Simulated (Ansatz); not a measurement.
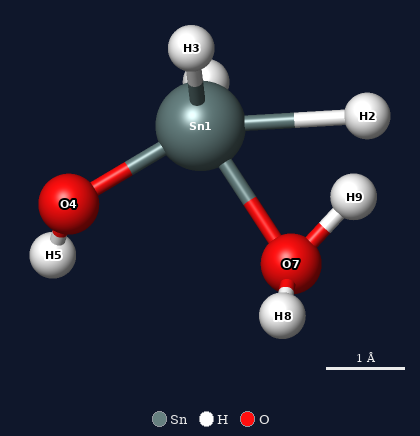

The structure (ball-and-stick view, seen at a tilt; atoms are numbered from 1 in the order of the input). Sticks mark near contacts.

Frequency calculation of SnH$_{6}$O$_{2}$

SnH$_{6}$O$_{2}$, computed with RHF/def2-SVP (Ansatz 0.2.0).

It belongs to a series of runs on one base structure; here: vibrations at the highest image of the band. Figures and captions count atoms from 1; the log counts them from 0 in places.

## Input
```yaml
crystal:
  periodic: [false, false, false]
  atoms:
    - { symbol: Sn, position_ang: [0.018083, 0.131478, -0.104773] }
    - { symbol: H, position_ang: [0.937265, -0.546439, 1.716409] }
    - { symbol: H, position_ang: [1.400138, -0.370909, -0.938249] }
    - { symbol: O, position_ang: [-0.592852, 1.580433, -1.303214] }
    - { symbol: H, position_ang: [-1.373034, 2.061906, -1.076487] }
    - { symbol: H, position_ang: [-1.333354, -0.847726, 0.188208] }
    - { symbol: O, position_ang: [0.305407, 1.486292, 1.514794] }
    - { symbol: H, position_ang: [0.768989, 2.314164, 1.470689] }
    - { symbol: H, position_ang: [0.792258, 0.485101, 1.905422] }
basis:
  gaussian: { orbitals: def2-SVP }
hamiltonian:
  xc: hf
phonons: {}
```

Run on 2 threads of Arm Neoverse V2, 24 GiB of memory available, shared host.

Launched with:
```bash
ansatz run input.yaml --threads 2 --pin off --max-ram 3072MiB --backend cpu --events-out ev --progress --plain --runs-dir out
```

## Log
```
Engine: ansatz 0.2.0, aarch64-unknown-linux-gnu
Functional definition: HF
  exchange = exact_x
  correlation = 0
974 factors; integrals over basis functions are off by at most 3.2e-4 eV
mean field evaluation 1: about -9964.6182 eV, gradient 4.5e1 eV
mean field evaluation 2: about -9964.6236 eV, gradient 4.5e1 eV
mean field evaluation 4: about -9968.6771 eV, gradient 2.4e0 eV
mean field evaluation 8: about -9968.6994 eV, gradient 6.6e-5 eV
mean field -9968.69939765 eV, -366.3429458366 hartree, gradient 7.8e-5 eV, S^2 0.000000; 0 other end points of the search recorded, 0 dependent functions left out
the calculation of the forces begins
reference -9968.69939765 eV, -366.3429458366 hartree; 22, 22 occupied and 62, 62 virtual orbitals, 974 factors
these checks for a lower state are left out or cut short: stability, starts, cluster_reference, orbital_swaps, neighbouring_geometries, increment
974 factors; integrals over basis functions are off by at most 3.2e-4 eV
mean field evaluation 16: about -9968.6993 eV, gradient 1.6e-6 eV
mean field -9968.69925902 eV, -366.3429407420 hartree, gradient 1.6e-6 eV, S^2 0.000000; 0 other end points of the search recorded, 0 dependent functions left out
[... from here on the field's lines of each further geometry are left out, up to the last ...]
the calculation of the forces begins
reference -9968.69938370 eV, -366.3429453240 hartree; 22, 22 occupied and 62, 62 virtual orbitals, 974 factors
these checks for a lower state are left out or cut short: stability, starts, cluster_reference, orbital_swaps, neighbouring_geometries, increment
974 factors; integrals over basis functions are off by at most 3.2e-4 eV
mean field -9968.69935260 eV, -366.3429441809 hartree, gradient 2.0e-6 eV, S^2 0.000000; 0 other end points of the search recorded, 0 dependent functions left out
the calculation of the forces begins
reference -9968.69935260 eV, -366.3429441809 hartree; 22, 22 occupied and 62, 62 virtual orbitals, 974 factors
WARN: phonons: modes at or below zero, which the zero-point energy, F, S and C_V leave out: 1, the lowest at -1818.29 cm⁻¹. A minimum has none, and a first-order saddle one
Total energy: -9968.69939765 eV, -366.3429458366 hartree
Atom 0 at     0.018083     0.131478    -0.104773 Å, force    -0.018271    -0.001959    -0.014377 eV/Å
Atom 1 at     0.937265    -0.546439     1.716409 Å, force    -0.002043    -0.000251     0.002555 eV/Å
Atom 2 at     1.400138    -0.370909    -0.938249 Å, force    -0.005800     0.006478    -0.004373 eV/Å
Atom 3 at    -0.592852     1.580433    -1.303214 Å, force     0.015179    -0.008790     0.012723 eV/Å
Atom 4 at    -1.373034     2.061906    -1.076487 Å, force     0.001229     0.001478    -0.004084 eV/Å
Atom 5 at    -1.333354    -0.847726     0.188208 Å, force     0.003368     0.000816     0.003910 eV/Å
Atom 6 at     0.305407     1.486292     1.514794 Å, force     0.002668    -0.013640    -0.011254 eV/Å
Atom 7 at     0.768989     2.314164     1.470689 Å, force    -0.006010     0.000456     0.008682 eV/Å
Atom 8 at     0.792258     0.485101     1.905422 Å, force     0.009680     0.015412     0.006219 eV/Å
Dipole moment:    -0.031705     0.158941     0.117344 e Å
Vibrations: -1818.29 182.70 234.41 264.19 432.61 466.14 493.21 648.32 669.61 696.89 731.63 805.75 844.48 906.39 1446.96 1692.27 1941.90 2078.19 2097.16 4127.21 4200.22 cm⁻¹, zero-point energy 1.547337 eV
```

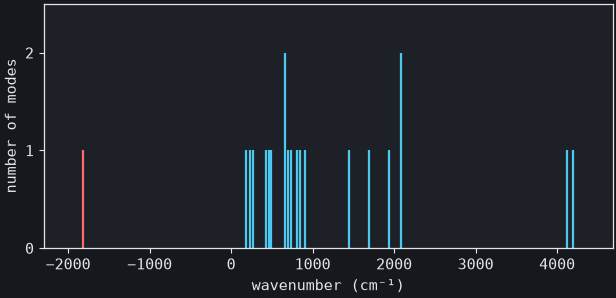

Harmonic vibrational wavenumbers from the force constants; neighbouring modes closer than 27 cm⁻¹ are counted in one stick, and imaginary ones are drawn at negative wavenumbers. 21 modes from 1818i to 4200 cm⁻¹, 1 imaginary beyond 8i (1818i cm⁻¹): a first-order saddle point, if the geometry is stationary.

## Results in brief

| quantity | value |
| --- | --- |
| outcome | converged |
| total energy | −9968.6994 eV |
| mean-field energy | −9968.6994 eV |
| largest force (length of the vector) | 0.023 eV/Å |
| wall time | 45 s (CPU time 81 s) |
| peak memory | 0.16 GiB |
